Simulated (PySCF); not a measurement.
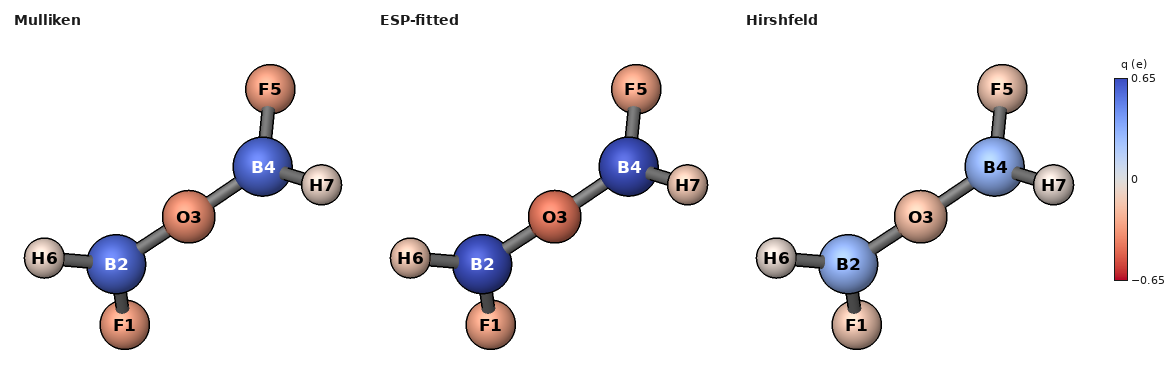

Atomic charges of one calculation by 3 schemes, on one colour scale. The geometry was computed by an optimisation with GFN2-xTB. No frequency run is at hand to confirm it as a minimum. Computed with PBE0/pcSseg-1 (PySCF 2.14.0).

**On which atom do the schemes disagree most?**

On B2 (from 0.29 to 0.64 e); B4 (from 0.29 to 0.64 e).

List the charges (e), one line for each set of equivalent atoms.

```
  atom  Mulliken  ESP-fitted  Hirshfeld
F1, F5     −0.30       −0.28      −0.15
B2, B4      0.55        0.64       0.29
    O3     −0.35       −0.42      −0.18
H6, H7     −0.08       −0.14      −0.05
```

The geometry is semi-empirical. Around B such bond lengths and angles can be off by a tenth of an ångström or more and by several degrees, and values that hang on the shape move with them.
